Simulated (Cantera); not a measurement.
Charge: 1 mol Si, a varied amount of HF, 0.13 mol H2, at 1325 K and 0.170 bar.

These are equilibrium values from Cantera (NASA tables, ideal gas, pure condensed phases), not measurements of a reactor. Candidate condensed phases: Si; 25 gas species. The tables' values for SiF3, SiF2 are old estimates; treat these amounts as uncertain. Equilibrium is a limit: real reactors are often held back by kinetics, nucleation or transport.

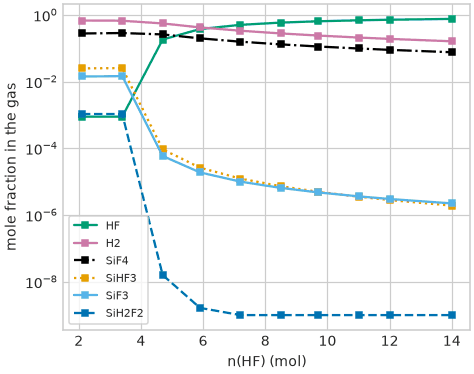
Figure: Equilibrium gas composition (values under 1e-9 drawn at 1e-9)

Q: Read off the mole fractions at 14 mol HF.

A: HF about 0.76, H2 about 0.16, SiF4 about 0.076, SiF3 about 2.2e-6, SiHF3 about 1.9e-6.
